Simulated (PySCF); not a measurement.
## NMR shielding calculation of C$_{8}$H$_{9}$Al

- system: C$_{8}$H$_{9}$Al
- method: GIAO PBE0/pcSseg-1 NMR shielding, non-relativistic, gas phase (PySCF 2.14.0)

The geometry comes from this level: GFN2-xTB. It belongs to a series of runs on one base structure; here: H on C replaced by vinyl. Figures and captions count atoms from 1; the log counts them from 0 in places.

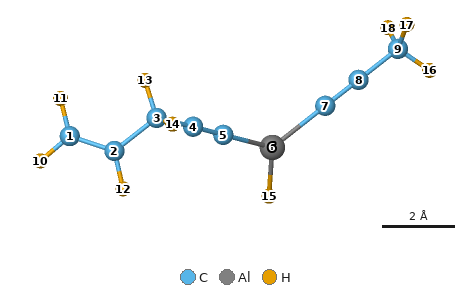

The input geometry (ball-and-stick view, seen at a tilt; atoms are numbered from 1 in the order of the input). Sticks mark near contacts. Bond lengths as drawn: Al–C 1.94 Å, Al–H 1.55 Å, C–C 1.22 to 1.50 Å and C–H 1.08 to 1.10 Å.

The input
```
{"job": {"kind": "nmr", "xc": "PBE0", "basis": "pcSseg-1"}, "charge": 0, "multiplicity": 1}
C     -4.534468     0.630845    -1.843234
C     -3.633466     1.120892    -1.014285
C     -2.232866     1.485229    -1.416066
C     -1.263474     0.772218    -0.601450
C     -0.468744     0.169441     0.095213
Al     0.820924    -0.765377     1.204355
C      2.707268    -1.024151     0.838178
C      3.890970    -1.196257     0.615454
C      5.298370    -1.400105     0.346263
H     -5.531183     0.382978    -1.520078
H     -4.316951     0.459668    -2.885549
H     -3.868215     1.280056     0.030109
H     -2.066604     1.250427    -2.471745
H     -2.080489     2.561925    -1.272552
H      0.284662    -1.362746     2.524779
H      5.866666    -1.365318     1.276169
H      5.667650    -0.621665    -0.322247
H      5.451190    -2.371741    -0.124489
```

The first line tells a small driver script what to run in PySCF; the rest is the geometry in Å.

Run on 1 CPU thread, shared host.

Launched with:
```bash
OMP_NUM_THREADS=1 python <driver script> task.json out
```

Log
```
coarse grid: 15896 points
cycle   1  E = -551.8779068499  dE =  9.335e-01  |g| = 5.797e-01  |ddm| = 4.302e+00
cycle   2  E = -551.8498899336  dE =  2.802e-02  |g| = 6.628e-01  |ddm| = 1.668e+00
cycle   3  E = -551.9561165715  dE = -1.062e-01  |g| = 2.324e-01  |ddm| = 8.073e-01
cycle   4  E = -551.9700259376  dE = -1.391e-02  |g| = 4.108e-02  |ddm| = 1.905e-01
cycle   5  E = -551.9704668158  dE = -4.409e-04  |g| = 9.937e-03  |ddm| = 5.542e-02
cycle   6  E = -551.9704893691  dE = -2.255e-05  |g| = 3.391e-03  |ddm| = 1.086e-02
cycle   7  E = -551.9704916673  dE = -2.298e-06  |g| = 1.551e-03  |ddm| = 3.454e-03
final grid: 149904 points
cycle   8  E = -552.0267400022  dE = -3.145e-05  |g| = 7.850e-03  |ddm| = 5.858e-02
cycle   9  E = -552.0267279628  dE =  1.204e-05  |g| = 1.044e-02  |ddm| = 1.718e-02
cycle  10  E = -552.0267539035  dE = -2.594e-05  |g| = 3.303e-03  |ddm| = 9.285e-03
cycle  11  E = -552.0267566841  dE = -2.781e-06  |g| = 2.853e-04  |ddm| = 2.580e-03
cycle  12  E = -552.0267566921  dE = -7.947e-09  |g| = 2.045e-04  |ddm| = 3.289e-04
cycle  13  E = -552.0267567019  dE = -9.864e-09  |g| = 5.592e-05  |ddm| = 1.734e-04
cycle  14  E = -552.0267567026  dE = -6.739e-10  |g| = 2.476e-05  |ddm| = 6.016e-05
```

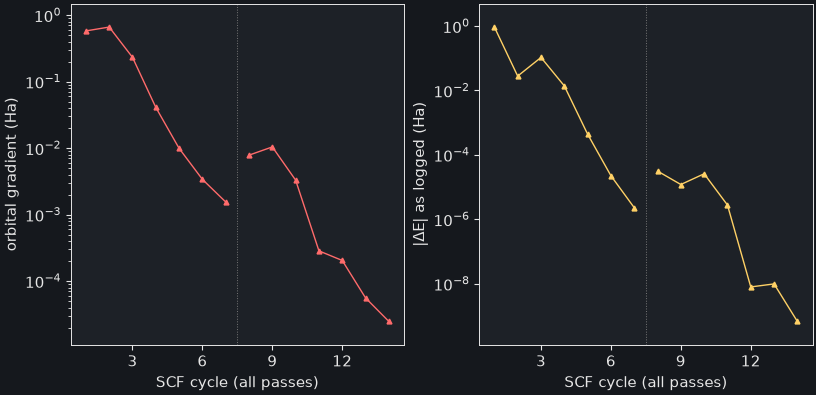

Convergence of the self-consistent field: orbital gradient and size of the energy change against the SCF cycle. The dotted line marks the change from a coarse to the final integration grid. The first 7 cycles use a coarse grid, the final grid takes over at cycle 8, and the field converges after 14 cycles in all.

```
converged SCF energy = -552.0267567026

GIAO shielding tensors (ppm)
atom      isotropic    diamagn.    paramagn.     s11        s22        s33       span
  0 C       63.952     250.676    -186.724    -47.394     81.499    157.750    205.144
  1 C       43.909     255.221    -211.312    -77.318     55.616    153.428    230.747
  2 C      156.669     247.484     -90.814    143.081    155.021    171.906     28.825
  3 C       68.620     275.198    -206.578    -33.029    -30.232    269.122    302.150
  4 C       89.631     253.519    -163.888      3.767     11.038    254.087    250.320
  5 Al     380.094     801.711    -421.617    332.618    392.238    415.426     82.809
  6 C       92.053     253.057    -161.005      2.289     10.042    263.827    261.538
  7 C       69.262     276.512    -207.250    -31.723    -26.187    265.697    297.421
  8 C      180.323     251.704     -71.382    171.743    171.945    197.280     25.537
  9 H       26.382      26.125       0.258     23.589     25.412     30.145      6.555
 10 H       26.352      29.648      -3.296     23.037     25.780     30.241      7.204
 11 H       25.555      30.013      -4.458     23.152     24.924     28.588      5.436
 12 H       28.668      32.006      -3.337     24.574     28.528     32.903      8.329
 13 H       28.376      29.248      -0.871     23.895     27.749     33.484      9.588
 14 H       27.221      31.269      -4.048     23.558     26.094     32.010      8.452
 15 H       29.602      24.542       5.060     24.665     27.858     36.281     11.616
 16 H       29.597      30.157      -0.560     24.619     28.095     36.076     11.458
 17 H       29.599      27.211       2.388     24.792     27.873     36.133     11.341
```

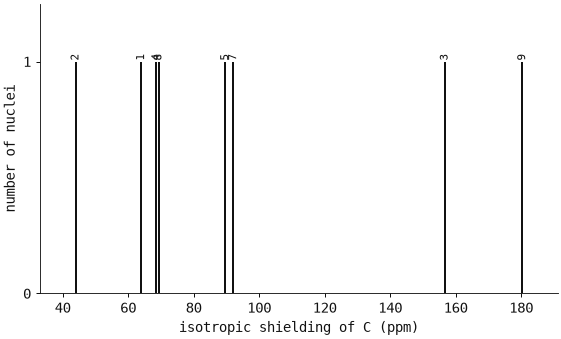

Isotropic shieldings of the carbon nuclei in this fixed geometry, labelled by atom number; shielding grows to the right, so chemical shift grows to the left. The least shielded is C2 (43.9 ppm), the most shielded C9 (180.3 ppm).

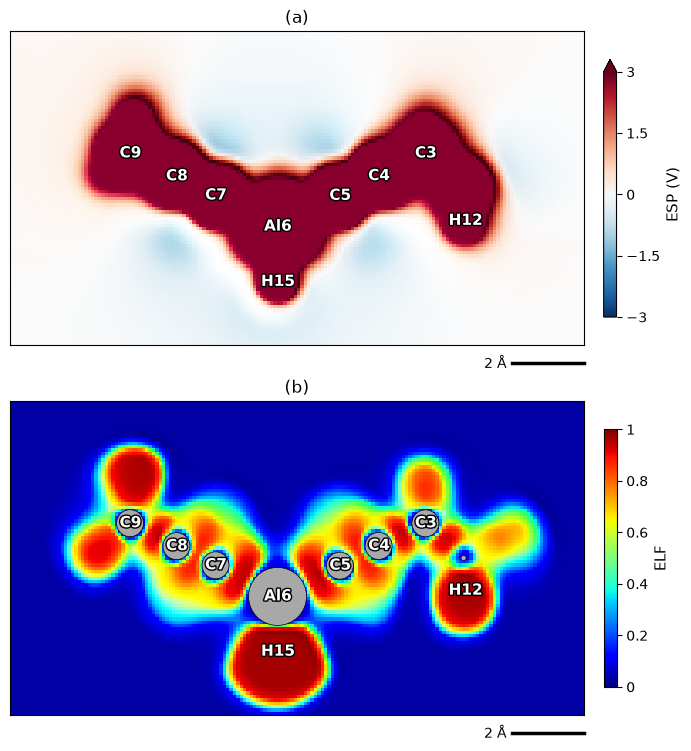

(a) electrostatic potential; (b) electron localisation function on the plane of atoms C7, Al6 and H15. Grey discs, where drawn, cover atomic cores. The plane passes through C, Al and H nuclei. C–C (1.22 Å): the ELF peaks at about 0.85 between the atoms (a multiple bond by its length, whose ELF region spreads away from the axis). C–Al (1.94 Å): the ELF peaks at about 0.95 between the atoms, which marks a shared but strongly polarised pair. Al–H (1.55 Å): the ELF climbs to about 1 towards the hydrogen, as it does in any bond to H.

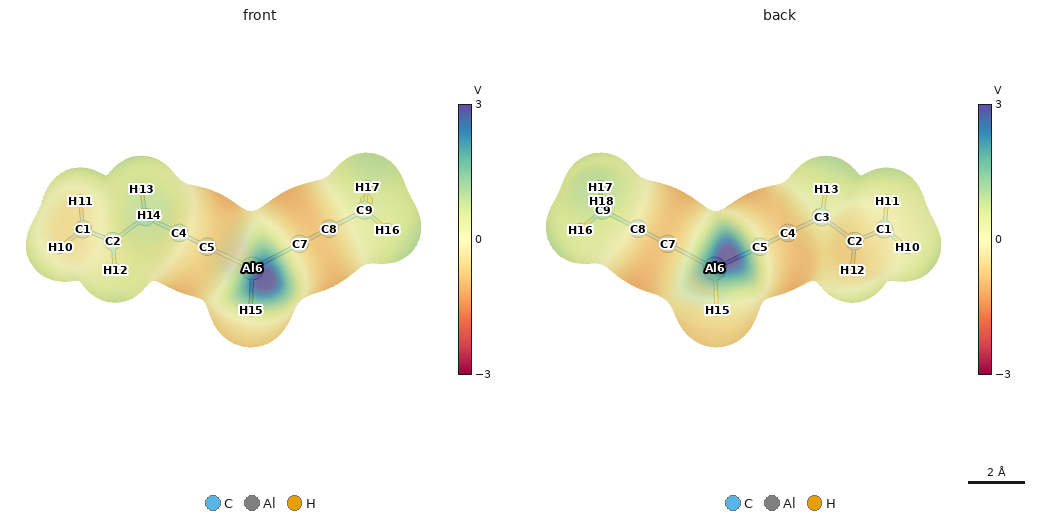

The electrostatic potential painted on the density surface at 0.002 e/bohr³, seen at a tilt and from behind; red is negative and blue positive.

Summary

| quantity | value |
| --- | --- |
| outcome | converged |
| total energy | −552.026757 hartree |
| HOMO | −7.48 eV |
| LUMO | −1.59 eV |
| dipole moment | 1.67 D |
| isotropic shielding, C | 43.9 to 180.3 ppm |
| isotropic shielding, Al | 380.1 ppm |
| isotropic shielding, H | 25.6 to 29.6 ppm |
| wall time | 38 s |
| peak memory | 0.91 GiB |
